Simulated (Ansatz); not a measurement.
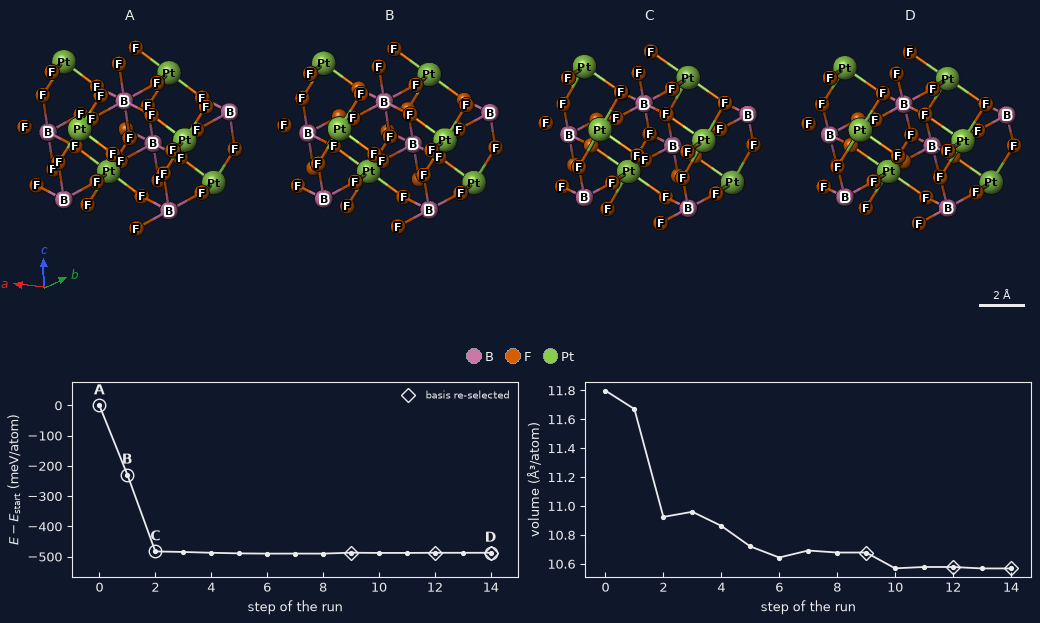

Frames of a relaxation of crystalline BPtF6 (a generated structure, set up in R-3), marked on the history of the run. Style: ball-and-stick. Shown: the atoms within 5.0 Å of the atom that moves most (axes of the conventional cell (3 times the calculation's cell)), from a free direction. Lengths and directions refer to the drawn axes.

Theory: DFT, PAW plane waves, PBE in Ansatz. Set-up: plane-wave cutoff 420 eV; k-point mesh 5 × 5 × 5; occupations fermi dirac; smearing width 0.0476 eV; no spin polarisation; cell and atoms relaxed; at most 40 steps.

Question: Describe the path.

Answer: Over 11 accepted moves (14 points after the start) the energy falls by 487 meV per atom. Largest force component: 2.8 eV/Å at the start, under 0.0001 eV/Å at the end. The pressure goes from 9.46 to −0.01 GPa. At 3 points the geometry stayed and the basis and grid were re-selected for the new cell (energy shift of 3.0 meV per atom at most each time). The largest moves relative to the cell, 0.28 Å, are those of F atoms. B and Pt stay in place. Cell: a = b 4.903 → 4.788 Å (−2.3 %), c 13.604 → 12.774 Å (−6.1 %). Volume −10.4 %. Near-neighbour distances that change, for instance: B–F 1.947 → 1.632 Å, F–Pt 1.889 → 2.095 Å. Bond angles that change, for instance: F–Pt–F 92.0° → 89.6°, F–Pt–F 88.0° → 90.4°. The space group stays R-3 (No. 148). The run took 50 s on 1 thread of Intel(R) Xeon(R) Platinum 8559C (Emerald Rapids), with other jobs on the host, peak memory 0.54 GiB. From step 0 to 1: F atoms move most (0.10 Å), volume −1.1 %, energy −229 meV per atom. From step 1 to 2: F atoms move most (0.19 Å), volume −6.4 %, energy −254 meV per atom. From step 2 to 14: F atoms move most (0.09 Å), volume −3.3 %, energy −4.4 meV per atom.

| step | E − E(0), meV/atom | largest force component, eV/Å | pressure, GPa | volume, Å³/atom | note |
| --- | --- | --- | --- | --- | --- |
| 0 | 0.00 | 2.7989 | 9.46 | 11.799 |  |
| 1 | -228.92 | 2.2900 | -1.15 | 11.672 |  |
| 2 | -482.54 | 0.3167 | 1.78 | 10.925 |  |
| 3 | -484.31 | 0.2692 | -0.33 | 10.961 |  |
| 4 | -486.92 | 0.1306 | 0.48 | 10.863 |  |
| 5 | -488.95 | 0.0752 | 0.92 | 10.721 |  |
| 6 | -489.77 | 0.0331 | 0.71 | 10.645 |  |
| 7 | -489.64 | 0.0079 | -0.12 | 10.693 |  |
| 8 | -489.72 | 0.0015 | 0.02 | 10.679 |  |
| 9 | -486.71 | 0.0028 | -0.65 | 10.679 | same geometry, new basis |
| 10 | -487.49 | 0.0086 | 0.03 | 10.570 |  |
| 11 | -487.45 | 0.0002 | 0.00 | 10.579 |  |
| 12 | -486.99 | 0.0001 | -0.07 | 10.579 | same geometry, new basis |
| 13 | -487.04 | 0.0001 | -0.01 | 10.569 |  |
| 14 | -486.97 | 0.0001 | -0.01 | 10.569 | same geometry, new basis |

Limits of the set-up: an odd number of electrons was run without spin polarisation, which fails if the electron would localise.
